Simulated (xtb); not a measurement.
CH7FGe2S: single-point calculation

- system: CH7FGe2S
- method: GFN1-xTB (xtb 6.7.1)

The run did not end well. The geometry comes from this level: GFN2-xTB.

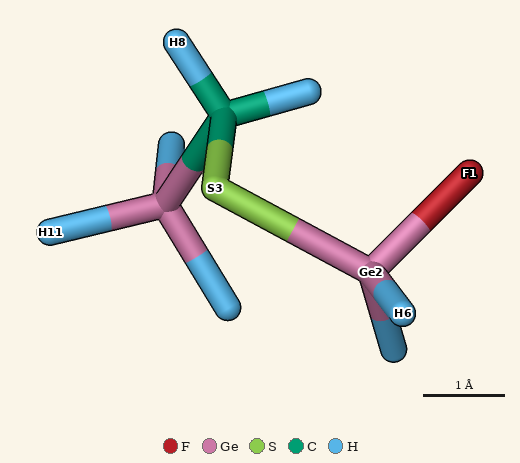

Figure 1. The structure as given in the input (stick view, seen at a tilt; atoms are numbered from 1 in the order of the input). Sticks mark near contacts. Bond lengths as drawn: C–Ge 1.97 Å, C–H 1.09 Å, C–S 1.84 Å, F–Ge 1.76 Å, Ge–H 1.49 to 1.51 Å and Ge–S 2.19 Å.

The input (struc.xyz)
```
12

F     -2.73815000     0.05366000     0.66861000
Ge    -1.36211000     0.72776000     1.54279000
S      0.22870000    -0.77925000     1.45343000
C      0.23805000    -1.11172000    -0.35841000
Ge     1.48702000     0.10065000    -1.27667000
H     -1.89155000     0.92399000     2.93756000
H     -1.17347000     2.00399000     0.75066000
H      0.55913000    -2.14805000    -0.45350000
H     -0.78154000    -1.03816000    -0.73397000
H      1.07165000     1.52263000    -1.07079000
H      2.85587000    -0.07375000    -0.71472000
H      1.50641000    -0.18176000    -2.74499000
```

File .CHRG
```
0
```

File .UHF
```
0
```

Command:
```bash
xtb struc.xyz --gfn 1 --sp --iterations 5 --parallel 1 > out.txt 2> xtb.err
```

Output
```
* xtb version 6.7.1
   ID    Z sym.   atoms
    1    9 F      1
    2   32 Ge     2, 5
    3   16 S      3
    4    6 C      4
    5    1 H      6-12

           -------------------------------------------------
          |                Calculation Setup                |
           -------------------------------------------------

          program call               : xtb struc.xyz --gfn 1 --sp --iterations 5 --parallel 1
          coordinate file            : struc.xyz
          omp threads                :                     1

           -------------------------------------------------
          |                 G F N 1 - x T B                 |
           -------------------------------------------------

      * Hamiltonian:
        H0-scaling (s, p, d)           1.850000    2.250000    2.000000
        zeta-weighting                 0.000000
      * Dispersion:
        s8                             2.400000
        a1                             0.630000
        a2                             5.000000
        s9                             0.000000
      * Repulsion:
        kExp                           1.500000
        rExp                           1.000000
      * Coulomb:
        alpha                          2.000000
        third order                    atomic
        anisotropic                    false
      * Halogen bond correction:
        rad-scale                      1.300000
        damping                        0.440000

          ...................................................
          :                      SETUP                      :
          :.................................................:
          :  # basis functions                  52          :
          :  # atomic orbitals                  49          :
          :  # shells                           27          :
          :  # electrons                        32          :
          :  # halogen bonds                     0          :
          :  max. iterations                     5          :
          :  Hamiltonian                  GFN1-xTB          :
          :  restarted?                      false          :
          :  GBSA solvation                  false          :
          :  PC potential                    false          :
          :  electronic temp.          300.0000000     K    :
          :  accuracy                    1.0000000          :
          :  -> integral cutoff          0.2500000E+02      :
          :  -> integral neglect         0.1000000E-07      :
          :  -> SCF convergence          0.1000000E-05 Eh   :
          :  -> wf. convergence          0.2000000E-04 e    :
          :  Broyden damping             0.4000000          :
          :  net charge                          0          :
          :  unpaired electrons                  0          :
          ...................................................

 iter      E             dE          RMSdq      gap      omega  full diag
   1    -18.0586925 -0.180587E+02  0.554E+00    5.21       0.0  T
   2    -18.1553381 -0.966456E-01  0.306E+00    3.75       1.0  T
   3    -18.1134800  0.418581E-01  0.218E+00    5.23       1.0  T
   4    -18.1803472 -0.668672E-01  0.778E-01    4.47       1.0  T
   5    -18.1858986 -0.555135E-02  0.433E-01    4.54       1.0  T

   *** convergence criteria cannot be satisfied within 5 iterations ***

         #    Occupation            Energy/Eh            Energy/eV
      -------------------------------------------------------------
         1        2.0000           -0.8881320             -24.1673
       ...           ...                  ...                  ...
        10        2.0000           -0.5046784             -13.7330
        11        2.0000           -0.4895511             -13.3214
        12        2.0000           -0.4885897             -13.2952
        13        2.0000           -0.4859915             -13.2245
        14        2.0000           -0.4740925             -12.9007
        15        2.0000           -0.4628422             -12.5946
        16        2.0000           -0.4310225             -11.7287 (HOMO)
        17                         -0.2642835              -7.1915 (LUMO)
        18                         -0.2472277              -6.7274
        19                         -0.2406942              -6.5496
        20                         -0.2132246              -5.8021
        21                         -0.1982210              -5.3939
       ...                                ...                  ...
        49                          0.5798823              15.7794
      -------------------------------------------------------------
                  HL-Gap            0.1667390 Eh            4.5372 eV
             Fermi-level           -0.3476530 Eh           -9.4601 eV

 SCC (total)                   0 d,  0 h,  0 min,  0.030 sec
 SCC setup                      ...        0 min,  0.000 sec (  1.238%)
 Dispersion                     ...        0 min,  0.000 sec (  0.279%)
 classical contributions        ...        0 min,  0.000 sec (  0.133%)
 integral evaluation            ...        0 min,  0.008 sec ( 26.725%)
 iterations                     ...        0 min,  0.006 sec ( 18.179%)
 molecular gradient             ...        0 min,  0.016 sec ( 51.792%)
 printout                       ...        0 min,  0.000 sec (  1.559%)

########################################################################
[ERROR] Program stopped due to fatal error
-3- Single point calculation terminated
-2- xtb_calculator_singlepoint: Electronic structure method terminated
-1- scf: Self consistent charge iterator did not converge
########################################################################
```

Outcome

- outcome: not converged
- electrons treated: 32
- basis functions: 52
- HOMO: −11.73 eV
- LUMO: −7.19 eV
- hardware: 1 thread of Intel Xeon @ 2.70GHz, 189 GiB of memory available, shared host
- peak memory: 0.071 GiB

What went wrong

Settings chosen away from the usual ones: method = gfn1-xtb; task = energy; x = {"max_iter": 5}. The run did not converge. Its last values are not results.
